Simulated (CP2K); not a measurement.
**C2H6GeN (SMILES C/N=[CH]/[GeH2]) at MNDO**

What is the energy difference between two shapes of C2H6GeN at MNDO? 

Program for the calculation: CP2K 2026.2.

3 further runs of the same task are left out: 3 set aside as unsound or not needed.

## 1. The system as given

The species is C2H6GeN (10 atoms), meant as a doublet with charge 0. As SMILES, `C/N=[CH]/[GeH2]`. Geometry: a GFN2-xTB relaxation, a rough one for these elements and not checked as a minimum.

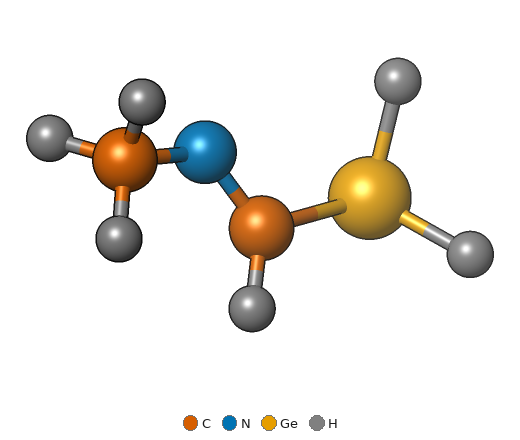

Viewed from a chosen angle; carbon orange, nitrogen blue, germanium amber, hydrogen grey.

## 2. Energy and forces at MNDO

job.inp reads:

```
&GLOBAL
   PROJECT job
   RUN_TYPE ENERGY_FORCE
   PRINT_LEVEL MEDIUM
&END
&FORCE_EVAL
   METHOD Quickstep
   &DFT
      MULTIPLICITY 2
      SPIN_POLARIZED T
      &QS
         METHOD MNDO
         EPS_DEFAULT 1.0E-10
         &SE
            &COULOMB
               CUTOFF [angstrom] 50
               RC_RANGE [angstrom] 0
            &END
            &EXCHANGE
               CUTOFF [angstrom] 50
               RC_RANGE [angstrom] 0
            &END
         &END
      &END
      &POISSON
         PERIODIC NONE
         POISSON_SOLVER ANALYTIC
      &END
      &SCF
         SCF_GUESS ATOMIC
         EPS_SCF 1.0E-07
         MAX_SCF 100
         ADDED_MOS 2
         &DIAGONALIZATION
            ALGORITHM STANDARD
         &END
         &MIXING
            METHOD DIRECT_P_MIXING
            ALPHA 0.4
         &END
      &END
      &PRINT
         &MOMENTS
            PERIODIC F
            REFERENCE COM
            MAX_MOMENT 1
         &END
         &MO ON
            ENERGIES T
            OCCUPATION_NUMBERS T
            NDIGITS 6
            &EACH
               QS_SCF 0
            &END
            ADD_LAST NUMERIC
         &END
         &HIRSHFELD OFF
         &END
      &END
   &END
   &SUBSYS
      &CELL
         ABC 12 9.9 13.6
         PERIODIC NONE
      &END
      &COORD
         C      5.012480     5.055300     4.745055
         N      5.805310     4.634480     5.856395
         C      5.370820     4.569280     7.027315
         Ge     6.665910     3.995700     8.414945
         H      3.987360     5.336390     5.022575
         H      4.988300     4.241030     4.018795
         H      5.510030     5.904300     4.273585
         H      4.327290     4.778420     7.298945
         H      6.414860     4.999980     9.581205
         H      8.012640     4.514810     7.866735
      &END
   &END
   &PRINT
      &FORCES ON
      &END
   &END
&END
```

On the command line:

```bash
$ OMP_NUM_THREADS=1 cp2k.psmp job.inp > job.out
```

The log of the run (excerpt; [...] marks lines left out):

```text
CP2K| version string:                                       CP2K version 2026.2
[...]
 GLOBAL| Method name                                                        CP2K
[...]
 GLOBAL| Run type                                                   ENERGY_FORCE
[...]
                             - Atoms:                                         10
[...]
                             - Spherical basis functions:                     22
[...]
 Number of electrons:                                                         12
[...]
     1 P_Mix/Diag. 0.40E+00    0.0     0.45034367       -16.5975510743 -1.66E+01
[...]
    31 DIIS/Diag.  0.27E-06    0.0     0.00000008       -23.0121782542 -3.55E-13
  *** SCF run converged in    31 steps ***
  Core-core repulsion energy [eV]:                           1330.49534120115800
  Core Hamiltonian energy [eV]:                              -948.51016480085559
  Two-electron integral energy [eV]:                        -2016.35678450068212
  Electronic energy [eV]:                                   -1956.68855705119677
  Total energy [eV]:                                         -626.19321585003877
  Atomic reference energy [eV]:                               628.41236406585335
  Heat of formation [kcal/mol]:                                51.17477763143314
[...]
 SE_DIPOLE| Moment [Debye]          1.23857992       2.06209294      -1.29387549
 SE_DIPOLE| Derivative [a.u.]       0.00000000       0.00000000       0.00000000
 ENERGY| Total FORCE_EVAL ( QS ) energy [hartree]            -23.012178254181947
 FORCES| Atomic forces [hartree/bohr]
 FORCES|   Atom     x               y               z               |f|
 FORCES|      1 -4.73694099E-03  1.28724000E-03 -2.60177309E-03   5.55561157E-03
 FORCES|      2  3.57589910E-02 -2.30845003E-03 -3.85989196E-02   5.26679312E-02
 FORCES|      3 -2.92311446E-03 -2.24195387E-02  7.23203475E-02   7.57721121E-02
 FORCES|      4 -6.40961730E-04  4.65932555E-02 -9.00067891E-03   4.74589771E-02
 FORCES|      5 -1.48470297E-02  5.00944416E-03 -3.15153708E-03   1.59831476E-02
 FORCES|      6 -4.16797008E-03 -1.36109870E-02 -1.40106524E-02   1.99732151E-02
 FORCES|      7  5.75497994E-03  1.66467657E-02 -8.96998739E-03   1.97660131E-02
 FORCES|      8 -3.79783280E-03  2.86922683E-03  6.33329469E-03   7.92253863E-03
 FORCES|      9  6.46870880E-04 -1.98187366E-02 -1.10258911E-02   2.26885662E-02
 FORCES|     10 -1.10469921E-02 -1.42482198E-02  8.70579744E-03   2.00209568E-02
 FORCES| Sum     9.02056208E-17 -7.28583860E-17 -4.16333634E-16
 FORCES| Total atomic force                                       4.32179469E-16
[...]
```

Run time: 0.51 s. Hardware: 1 thread of Arm Neoverse N1, shared host; peak memory 0.14 GiB.

## 3. The distorted shape at the same level

run.inp reads:

```
&FORCE_EVAL
 METHOD Quickstep
 &DFT
  CHARGE 0
  MULTIPLICITY 2
  UKS T
  &QS
   METHOD MNDO
   EPS_DEFAULT 1.0E-10
   &SE
    &COULOMB
     CUTOFF [angstrom] 50
     RC_RANGE [angstrom] 0
    &END COULOMB
    &EXCHANGE
     CUTOFF [angstrom] 50
     RC_RANGE [angstrom] 0
    &END EXCHANGE
   &END SE
  &END QS
  &POISSON
   PERIODIC NONE
   POISSON_SOLVER ANALYTIC
  &END POISSON
  ! SCF settings
  &SCF
   SCF_GUESS ATOMIC
   EPS_SCF 1.0E-07
   MAX_SCF 100
   ADDED_MOS 2
   &DIAGONALIZATION
    ALGORITHM STANDARD
   &END DIAGONALIZATION
   &MIXING
    METHOD DIRECT_P_MIXING
    ALPHA 0.4
   &END MIXING
  &END SCF
  &PRINT
   &MOMENTS
    PERIODIC F
    REFERENCE COM
    MAX_MOMENT 1
   &END MOMENTS
   &MO ON
    ENERGIES T
    OCCUPATION_NUMBERS T
    NDIGITS 6
    &EACH
     QS_SCF 0
    &END EACH
    ADD_LAST NUMERIC
   &END MO
   &HIRSHFELD OFF
   &END HIRSHFELD
  &END PRINT
 &END DFT
 ! atoms, cell and kinds
 &SUBSYS
  &CELL
   ABC [angstrom] 12 10 13.5
   PERIODIC NONE
  &END CELL
  &COORD
   C      5.126449     5.130593     4.663274
   N      5.849356     4.756489     5.818264
   C      5.446378     4.902405     7.103512
   Ge     6.634873     3.982750     8.332997
   H      3.983867     5.459988     5.026476
   H      5.097654     4.313521     3.987230
   H      5.543248     6.017250     4.214755
   H      4.307029     4.928343     7.142444
   H      6.384254     5.168632     9.512770
   H      8.016133     4.731407     7.881405
  &END COORD
 &END SUBSYS
 ! extra output
 &PRINT
  &FORCES ON
  &END FORCES
 &END PRINT
&END FORCE_EVAL
&GLOBAL
 PROJECT_NAME run
 RUN_TYPE ENERGY_FORCE
 PRINT_LEVEL MEDIUM
&END GLOBAL
```

On the command line:

```bash
$ OMP_NUM_THREADS=1 cp2k.psmp run.inp > run.out
```

The log of the run (excerpt; [...] marks lines left out):

```text
CP2K| version string:                                       CP2K version 2026.2
[...]
 GLOBAL| Method name                                                        CP2K
[...]
 GLOBAL| Run type                                                   ENERGY_FORCE
[...]
                             - Atoms:                                         10
[...]
                             - Spherical basis functions:                     22
[...]
 Number of electrons:                                                         12
[...]
     1 P_Mix/Diag. 0.40E+00    0.0     0.43475290       -16.7821097763 -1.68E+01
[...]
    78 DIIS/Diag.  0.89E-07    0.0     0.00000010       -22.9490223029 -1.21E-13
  *** SCF run converged in    78 steps ***
  Core-core repulsion energy [eV]:                           1314.68241625444080
  Core Hamiltonian energy [eV]:                              -944.74132913006417
  Two-electron integral energy [eV]:                        -1988.83148428327490
  Electronic energy [eV]:                                   -1939.15707127170140
  Total energy [eV]:                                         -624.47465501726083
  Atomic reference energy [eV]:                               628.41236406585335
  Heat of formation [kcal/mol]:                                90.80573505769178
[...]
 SE_DIPOLE| Moment [Debye]          1.14236015       3.29775457      -1.00822498
 SE_DIPOLE| Derivative [a.u.]       0.00000000       0.00000000       0.00000000
 ENERGY| Total FORCE_EVAL ( QS ) energy [hartree]            -22.949022302914003
[...]
```

Run time: 0.67 s. Hardware: 1 thread of Arm Neoverse N1, shared host; peak memory 0.14 GiB.

## 4. Results

At MNDO:

```
                                                  quantity          value
                                 first shape: total energy   -23.01218 Eh
                                first shape: dipole moment         2.73 D
           first shape: HOMO energy (highest over α and β)       -8.74 eV
            first shape: LUMO energy (lowest over α and β)       -0.20 eV
    first shape: heat of formation at this unrelaxed shape  51.2 kcal/mol
                     first shape: largest force on an atom     3.896 eV/Å
                             distorted shape: total energy   -22.94902 Eh
                            distorted shape: dipole moment         3.63 D
       distorted shape: HOMO energy (highest over α and β)       -9.20 eV
        distorted shape: LUMO energy (lowest over α and β)       -0.61 eV
distorted shape: heat of formation at this unrelaxed shape  90.8 kcal/mol
                 distorted shape: largest force on an atom     6.119 eV/Å
                    energy change with the atoms displaced       1.719 eV
```

What this shows: With the atoms displaced the energy rises by 1.72 eV (166 kJ/mol). The first shape isn't relaxed at this level, so the change isn't measured from a minimum. The largest force (first shape) is 3.90 eV/Å: the shape isn't a stationary point for this species at this level.
